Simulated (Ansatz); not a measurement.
The reference is Al2O3 in the corundum structure (space group R-3c, No. 167; a = 4.808 Å, c = 13.122 Å (hexagonal axes)).

It is then changed as follows: an isotropic linear strain of +0.61 %; the atoms relax in the strained cell.

All numbers come from Kohn–Sham DFT with the PBE functional, run in Ansatz (a program for electronic structure) with PAW and 420 eV plane waves, scalar-relativistic without spin-orbit coupling, earlier PAW set.

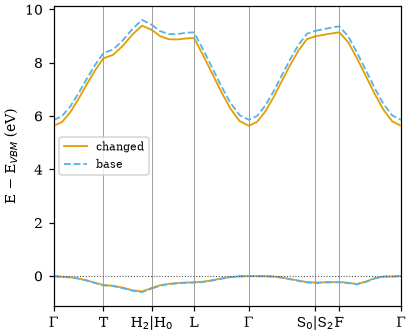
Figure: Highest valence and lowest conduction band along the path, each from its own valence-band maximum

Q: Read the changed gap and its character from the plot.

A: About 5.6 eV, direct at Γ.

Whether these cells are dynamically stable was not tested.
